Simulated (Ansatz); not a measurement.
# Relaxation of RbMnO, part 2 of 2

Aim: in RbMnO, a known structure type filled with other elements, at an estimated volume, relax the atoms in a fixed cell, then read levels, charges and fields where it ends.

Ansatz 0.2.0; DFT, PBE, with U_eff = 1.55 eV on Mn d, spin-orbit coupling, plane waves, PAW. Relaxing the atoms in a fixed cell.

### Step 3. More of the same log

Output, continued:

```text
spin=Noncollinear: Kerker preconditioning applied to the charge; magnetization (m_x, m_y, m_z) channels mix plain (no charge-response kernel on spin).
SCF iter   2: F=—  HF=-15464.557936 eV  |F-HF|=—  |Δ(HF+E_count)|=   1.58e-1  Δρ=1.55e-2  dr2=9.94e-1  dr2_m=3.08e-3  ethr=3.04e-3  |M|=1.42e-15 ∫|m|=9.89e0 μB  |m|>n=0.0e0 m-floor=0.0e0 τ_xc=4.5e-3 mc-row=0.0e0  β_m=0.51  ⟨swp⟩=1.4  Hψ=1690  notcnv=0  defer=2
SCF iter   3: F=—  HF=-15464.430133 eV  |F-HF|=—  |Δ(HF+E_count)|=   1.28e-1  Δρ=7.93e-3  dr2=3.29e-1  dr2_m=1.39e-3  ethr=1.66e-3  |M|=1.67e-15 ∫|m|=9.85e0 μB  |m|>n=0.0e0 m-floor=0.0e0 τ_xc=4.0e-3 mc-row=0.0e0  β_m=0.48  ⟨swp⟩=3.0  Hψ=2722  notcnv=0  defer=6
SCF iter   4: F=—  HF=-15464.390543 eV  |F-HF|=—  |Δ(HF+E_count)|=   3.96e-2  Δρ=3.76e-3  dr2=7.23e-2  dr2_m=8.83e-4  ethr=5.49e-4  |M|=1.59e-15 ∫|m|=9.87e0 μB  |m|>n=0.0e0 m-floor=0.0e0 τ_xc=3.8e-3 mc-row=0.0e0  β_m=0.63  ⟨swp⟩=3.2  Hψ=2482  notcnv=0  defer=8
SCF iter   5: F=—  HF=-15464.379601 eV  |F-HF|=—  |Δ(HF+E_count)|=   1.09e-2  Δρ=2.49e-3  dr2=1.26e-2  dr2_m=5.87e-4  ethr=1.20e-4  |M|=2.32e-15 ∫|m|=9.83e0 μB  |m|>n=0.0e0 m-floor=0.0e0 τ_xc=3.7e-3 mc-row=0.0e0  β_m=0.64  ⟨swp⟩=4.7  Hψ=2448  notcnv=0  defer=6
SCF iter   6: F=—  HF=-15464.377011 eV  |F-HF|=—  |Δ(HF+E_count)|=   2.59e-3  Δρ=8.29e-4  dr2=4.68e-4  dr2_m=1.10e-4  ethr=2.11e-5  |M|=1.12e-15 ∫|m|=9.82e0 μB  |m|>n=0.0e0 m-floor=0.0e0 τ_xc=3.6e-3 mc-row=0.0e0  β_m=0.82  ⟨swp⟩=3.9  Hψ=3443  notcnv=0  defer=6
SCF iter   7: F=—  HF=-15464.377265 eV  |F-HF|=—  |Δ(HF+E_count)|=   2.53e-4  Δρ=1.36e-4  dr2=3.32e-5  dr2_m=3.16e-6  ethr=7.81e-7  |M|=6.44e-16 ∫|m|=9.82e0 μB  |m|>n=0.0e0 m-floor=0.0e0 τ_xc=3.6e-3 mc-row=0.0e0  β_m=0.91  ⟨swp⟩=2.4  Hψ=3155  notcnv=0  defer=2
SCF iter   8: F=-15464.377340 eV  HF=-15464.377329 eV  |F-HF|=1.02e-5  |Δ(HF+E_count)|=   6.49e-5  Δρ=5.06e-5  dr2=4.70e-6  dr2_m=8.64e-7  ethr=5.54e-8  |M|=1.80e-15 ∫|m|=9.82e0 μB  |m|>n=0.0e0 m-floor=0.0e0 τ_xc=3.6e-3 mc-row=0.0e0  ⟨swp⟩=17.6  Hψ=17146  notcnv=0
SCF 3 converged in 8 iterations: F = -15464.377340 eV  dr2 = 4.70e-6
relax step   3: F+E_penalty+E_count = -15464.37733963 eV  Δ(F+E_penalty+E_count) = -4.215e-1 eV  max|allowed force component| = 1.273e0 eV/Å  Δτ_max = 0.1971 Å  (8 SCF iters, dr2 threshold 4.51e-5 eV, accepted)
[... 1 line left out ...]
relax step   4: F+E_penalty+E_count = -15464.90941542 eV  Δ(F+E_penalty+E_count) = -5.321e-1 eV  max|allowed force component| = 1.335e0 eV/Å  Δτ_max = 0.1950 Å  (8 SCF iters, dr2 threshold 1.00e-4 eV, accepted)
relax step   5: F+E_penalty+E_count = -15465.38744478 eV  Δ(F+E_penalty+E_count) = -4.780e-1 eV  max|allowed force component| = 1.062e0 eV/Å  Δτ_max = 0.1950 Å  (8 SCF iters, dr2 threshold 1.00e-4 eV, accepted)
relax step   6: F+E_penalty+E_count = -15465.75687242 eV  Δ(F+E_penalty+E_count) = -3.694e-1 eV  max|allowed force component| = 7.259e-1 eV/Å  Δτ_max = 0.1959 Å  (8 SCF iters, dr2 threshold 1.00e-4 eV, accepted)
relax step   7: F+E_penalty+E_count = -15465.98251298 eV  Δ(F+E_penalty+E_count) = -2.256e-1 eV  max|allowed force component| = 3.831e-1 eV/Å  Δτ_max = 0.1951 Å  (7 SCF iters, dr2 threshold 1.00e-4 eV, accepted)
relax step   8: F+E_penalty+E_count = -15466.07458608 eV  Δ(F+E_penalty+E_count) = -9.207e-2 eV  max|allowed force component| = 2.112e-1 eV/Å  Δτ_max = 0.1817 Å  (7 SCF iters, dr2 threshold 4.09e-5 eV, accepted)
relax step   9: F+E_penalty+E_count = -15466.10183940 eV  Δ(F+E_penalty+E_count) = -2.725e-2 eV  max|allowed force component| = 2.479e-1 eV/Å  Δτ_max = 0.1949 Å  (7 SCF iters, dr2 threshold 1.24e-5 eV, accepted)
relax step  10: F+E_penalty+E_count = -15466.11439443 eV  Δ(F+E_penalty+E_count) = -1.256e-2 eV  max|allowed force component| = 1.198e-2 eV/Å  Δτ_max = 0.0475 Å  (6 SCF iters, dr2 threshold 1.87e-5 eV, accepted)
relax step  11: F+E_penalty+E_count = -15466.11439558 eV  Δ(F+E_penalty+E_count) = -1.152e-6 eV  max|allowed force component| = 1.104e-2 eV/Å  Δτ_max = 0.0000 Å  (4 SCF iters, accepted)
[... 9 lines left out ...]
relax step  12: F+E_penalty+E_count = -15466.11445185 eV  Δ(F+E_penalty+E_count) = -5.627e-5 eV  max|allowed force component| = 8.996e-4 eV/Å  Δτ_max = 0.0043 Å  (5 SCF iters, accepted)
SCF converged after 5 iterations
Magnetization: |M| = 0.0000 μB,  M = (+0.0000, +0.0000, -0.0000) μB
Absolute magnetization: 9.4185 μB (∫|m|, with the PAW one-centre terms)
  site 0: m = (-0.0000, +0.0000, +0.0000) μB, |m| = 0.0000 μB  (R = 1.11 Å)
  site 1: m = (+0.0000, -0.0000, -0.0000) μB, |m| = 0.0000 μB  (R = 1.11 Å)
  site 2: m = (+0.0000, -0.0000, -0.0000) μB, |m| = 0.0000 μB  (R = 0.90 Å)
  site 3: m = (-0.0000, +0.0000, +0.0000) μB, |m| = 0.0000 μB  (R = 0.90 Å)
  site 4: m = (+0.0000, +0.0000, +3.9391) μB, |m| = 3.9391 μB  (R = 0.90 Å)
  site 5: m = (-0.0000, -0.0000, -3.9391) μB, |m| = 3.9391 μB  (R = 0.90 Å)
Free energy (F): -15466.114452 eV
Harris-Foulkes:  -15466.114452 eV  (|F-HF|=2.91e-8)
Internal energy: -15466.109271 eV  (E = F + TS)
E sigma→0 (E₀):  -15466.111861 eV
Entropy (-TS):   -0.005181 eV (-0.863 meV/atom)
Fermi energy:    7.472199 eV
--- Per-component energies (eV) ---
  E_band       = -886.052512
  E_kinetic    = 1330.085876
  E_local      = -9907.501149  (includes V_loc(G=0)·N_el)
  E_nonlocal   = 950.835449
  E_hartree    = 4127.407098
  E_xc         = -628.922893
  E_vxc        = -743.459892  (∫ρ·V_xc dr)
  E_hubbard    = 0.769486  (on-site DFT+U / exact-exchange correction)
  E_vhub       = -6.821573  (the Hubbard potential's part of the band-sum identity)
  E_paw        = -8167.377850  (= ΣΔE_a)
  E_vpaw       = -763.991199  (= ΣTr[D̂ρ^β])
  E_aug_tail   = 0.004732  (compensation charges beyond the density's cutoff)
  E_ewald      = -3171.410019
  E_smearing   = -0.005181  (= −TS)
  E_closure    = -0.000000  (closes the sum)
  Σ components = -15466.114452   (vs F -15466.114452, Δ=0.00e0)
--- Hubbard shell moments (per corrected site; Tr N, ν in electrons; μ in μ_B) ---
  shell 0: Tr N=5.3939  μ_S=(-0.0000, +0.0000, +4.4208)  μ_L=(+0.0000, +0.0000, +0.0009)  μ=(-0.0000, +0.0000, +4.4217)  ν=0.0334 along (-0.000, +0.000, +1.000)
  shell 1: Tr N=5.3939  μ_S=(+0.0000, -0.0000, -4.4208)  μ_L=(-0.0000, +0.0000, -0.0009)  μ=(+0.0000, +0.0000, -4.4217)  ν=0.0334 along (+0.000, -0.000, -1.000)
--- Forces (eV/Å), atoms counted from 1 ---
  atom   1  Rb     0.00000000    -0.00000000    -0.00046441
  atom   2  Rb     0.00000000     0.00000000     0.00046441
  atom   3  O     -0.00000000     0.00000000     0.00089959
  atom   4  O     -0.00000000     0.00000000    -0.00089959
  atom   5  Mn     0.00000000     0.00000000     0.00000000
  atom   6  Mn     0.00000000     0.00000000    -0.00000000
  max |Σ_I F_I| component: 5.42e-19 eV/Å
--- Stress (GPa, compression-positive) ---
       -1.504358       0.000000       0.000000
        0.000000      -1.504358       0.000000
        0.000000       0.000000       4.938333
  P = ⅓ Tr σ = 0.6432 GPa (6.432 kbar)
--- Band table (eV; the first three rows and the last of 23) ---
  k-point 0: bands = ["-74.4321", "-74.4321", "-69.7677", "-69.7677", "-43.6743", "-43.6743", "-43.3265", "-43.3265", "-42.7560", "-42.7560", "-38.8586", "-38.8586", "-38.7656", "-38.7656", "-38.1060", "-38.1060", "-21.2820", "-21.2820", "-21.1842", "-21.1842", "-11.4916", "-11.4916", "-10.9520", "-10.9520", "-6.0678", "-6.0678", "-5.7950", "-5.7950", "-5.2217", "-5.2217", "-5.2187", "-5.2187", "-4.9204", "-4.9204", "-4.8993", "-4.8993", "2.1619", "2.1619", "2.1732", "2.1732", "3.1263", "3.1263", "3.4521", "3.4521", "3.4901", "3.4901", "3.5069", "3.5069", "3.6464", "3.6464", "3.9514", "3.9514", "3.9806", "3.9806", "4.2170", "4.2170", "4.4741", "4.4741", "5.3782", "5.3782", "7.6360", "7.6360", "8.0057", "8.0057", "8.6823", "8.6823", "8.9669", "8.9669", "9.0015", "9.0015", "9.3386", "9.3386"]
[... 3 lines left out ...]
Occupation matrices written to <dir>
--- Relaxed structure (12 steps of the walk, 12 accepted, 0 SCFs on fresh bases) ---
  F+E_penalty+E_count = -15466.11445185 eV   max|allowed force component| = 8.996e-4 eV/Å
  atoms:
    - { symbol: Rb, position: [-5.496669649870222e-35, 0.5000000000000001, 0.6458302809157712] }
    - { symbol: Rb, position: [0.5000000000000001, 2.337392308418282e-35, 0.354169719084229] }
    - { symbol: O, position: [-3.7040717534968244e-34, 0.5000000000000001, -0.004887470089339578] }
    - { symbol: O, position: [0.5000000000000001, -4.529037959714472e-34, 1.0048874700893395] }
    - { symbol: Mn, position: [3.350238423669433e-34, -1.2968156345111625e-34, -6.0274688820600525e-19] }
    - { symbol: Mn, position: [0.5000000000000001, 0.5000000000000001, -6.0274688820600525e-19] }
--- Löwdin populations: 6 sites ---
  site symbol       q [e]
     0     Rb      8.6745
     1     Rb      8.6745
     2      O      7.0965
     3      O      7.0965
     4     Mn     14.0088
     5     Mn     14.0088
  spilling = 0.007336 (of n_electrons = 60.000000)
--- Bader charges: 6 sites ---
  site symbol  charge [e]  shift [e]  m_x [muB]  m_y [muB]  m_z [muB]
     0     Rb      0.3830     0.0000     0.0000     0.0000     0.0000
     1     Rb      0.3830     0.0000     0.0000     0.0000     0.0000
     2      O     -1.4031     0.0001     0.0000     0.0000     0.0000
     3      O     -1.4031     0.0001     0.0000     0.0000     0.0000
     4     Mn      1.0201     0.0001     0.0000     0.0000     4.3441
     5     Mn      1.0201     0.0001     0.0000     0.0000    -4.3441
  estimated error of the sums over rays = 3.1e-4 e
```

Wall time 12 min (2 threads of Arm Neoverse V1, shared host); peak memory 1.3 GiB.

The steps of the relaxation:

```csv
step,energy from step 1 (eV/cell),largest force component (eV/Å)
1,0.0000,0.5523
2,-0.2856,0.8493
3,-0.7071,1.2733
4,-1.2392,1.3347
5,-1.7172,1.0619
6,-2.0866,0.7259
7,-2.3123,0.3831
8,-2.4044,0.2112
9,-2.4316,0.2479
10,-2.4442,0.0120
11,-2.4442,0.0110
12,-2.4442,0.0009
```

Step 1 is the start. Step 11 solves the same geometry again.

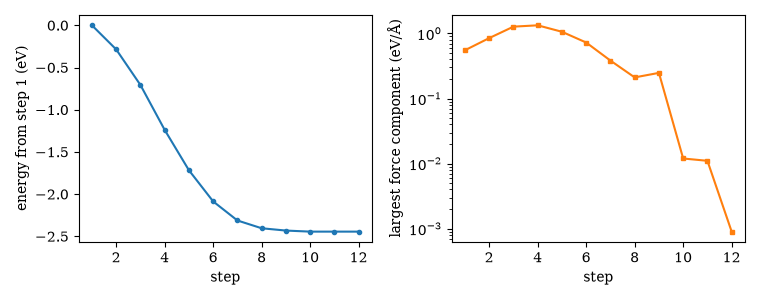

Energy and largest force along the relaxation.

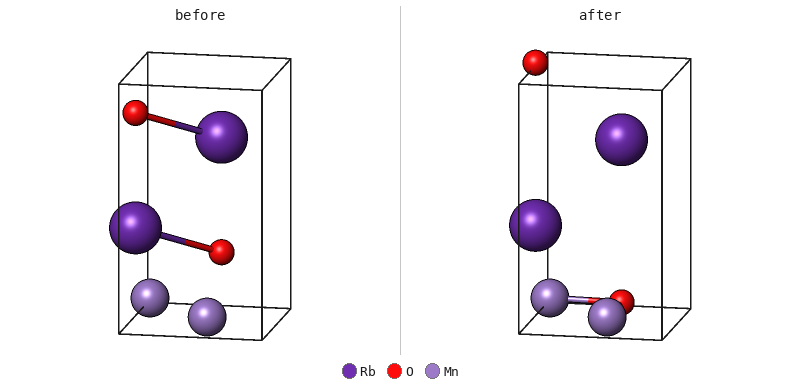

Before and after, at one scale. Each atom of the cell is drawn once.

The largest move, 1.54 Å, is shared by several atoms, O3 among them.

### Step 4. States by energy

Counts of states in windows (eV from the Fermi level; Gaussian smearing of 0.1 eV), total and projected:

```csv
from,to,total,Mn s,Mn d,O p,Rb s
-4.5,-4.0,2.17,0.01,0.90,1.20,0.03
-4.0,-3.5,2.93,0.15,2.26,0.41,0.08
-3.5,-3.0,1.84,0.04,0.99,0.75,0.03
-3.0,-2.5,3.32,0.04,1.82,1.37,0.03
-2.5,-2.0,0.96,0.04,0.52,0.34,0.03
-2.0,-1.5,0.42,0.01,0.19,0.12,0.08
-1.5,-1.0,0.93,0.04,0.36,0.25,0.22
-1.0,-0.5,0.66,0.04,0.17,0.09,0.30
-0.5,0.0,1.36,0.14,0.46,0.21,0.43
0.0,0.5,0.95,0.12,0.31,0.07,0.33
0.5,1.0,1.69,0.13,0.32,0.06,0.75
1.0,1.5,2.24,0.13,0.67,0.06,0.46
```

The bands computed are complete only to about 1.9 eV above the Fermi level.

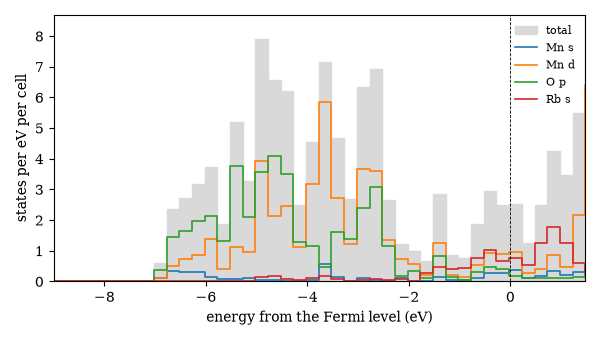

Total and projected density of states, in bins of 0.25 eV.

### Step 5. Charges and moments

By element, from the tables in the log (a charge is positive for electrons lost): Löwdin charges also hold the electrons that the projection spills.

```csv
element,atoms,Bader charge (e),Bader volume (Å³),Löwdin charge (e),"Bader moment, size (μB)"
Rb,2,+0.38,37.9,+0.32,0.00
O,2,-1.40,16.8,-1.10,0.00
Mn,2,+1.02,18.8,+0.99,4.34
```

Löwdin charges rest on a small set of atomic orbitals that misses 0.7 % of the electrons, so they need not add up to the cell's charge and can differ from Bader's even in sign.

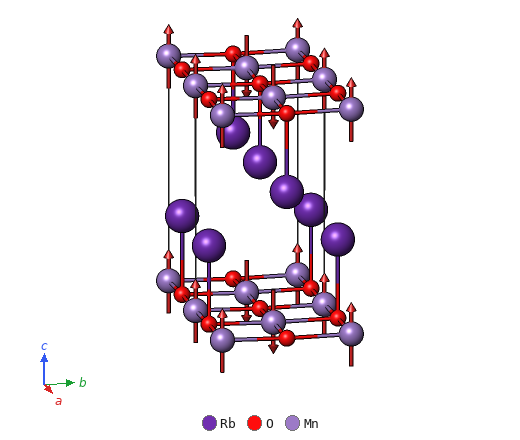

Site moments over 0.3 μB, as arrows (short ones can be hidden in their spheres; values hang on how the density is shared out, so they can differ from the log's spheres), along their computed directions.

### Step 6. Maps of the fields

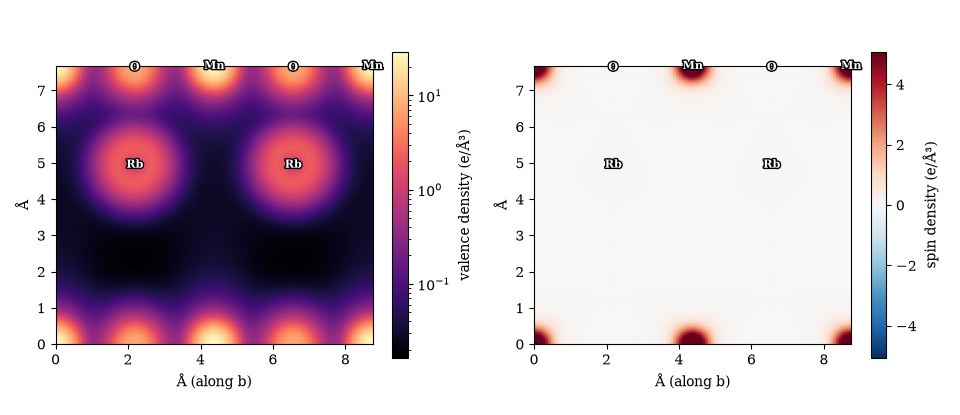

Valence density (left, log scale) and spin density (right) in the plane spanned by b and c at height 0.000 along a (axes of the input's cell); atoms within 0.2 Å are lettered, 2×1 cells. These are the smooth PAW fields, not the true ones near the nuclei. The spin panel shows the z component.

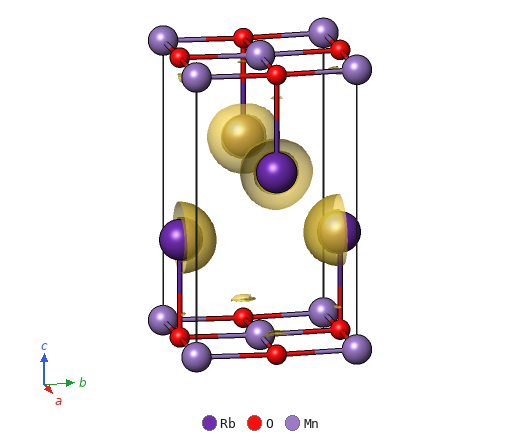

Surface of ELF = 0.83 in one cell.

Scans along the contacts give these minima of the density:

```csv
contact,length (Å),minimum at (fraction),density (e/Å³)
Rb1–O3,2.681,0.53,0.181
```

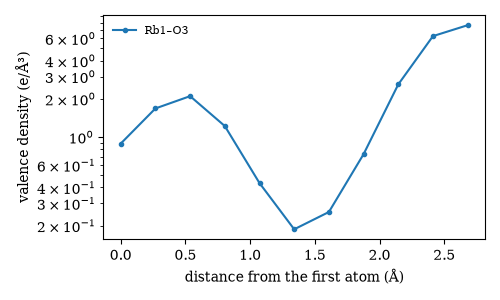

Smooth valence density along the contacts, at tenths of each length.

### Step 7. Summary of results

What follows sums up all 2 parts.

```
                                                 quantity                          value
                                                    moves                             10
                                            energy gained                 407.4 meV/atom
                                             largest move                     1.54 Å (O)
                     space group (0.01 Å), before / after                P4/nmm / P4/nmm
                          pressure left in the fixed cell                        0.6 GPa
                                                character                          metal
density of states, mean within 0.25 eV of the Fermi level            2.5 per eV per cell
                                            Bader charges  Rb +0.38, O -1.40, Mn +1.02 e
                                               net moment               0.00 μB per cell
                                           largest moment    4.34 μB on Mn (Bader basin)
```

What this shows: In the fixed cell the largest move of an atom is 1.54 Å; the energy fell by 407.4 meV per atom. With 8 symmetry operations imposed, the end may be a saddle point towards distortions that break them. Bands cross the Fermi level: a metal; within 0.25 eV of the Fermi level the density of states averages 2.5 per eV per cell, mostly Mn d (34 %) and Rb s (32 %). The largest spin moment is 4.34 μB on Mn, and the net moment 0.00 μB per cell. By Bader's partition Mn gives up most (+1.02 e) and O takes most (-1.40 e).

Limits of this run: one start, so the state may not be the lowest; the SCF threshold is loose for a stress.
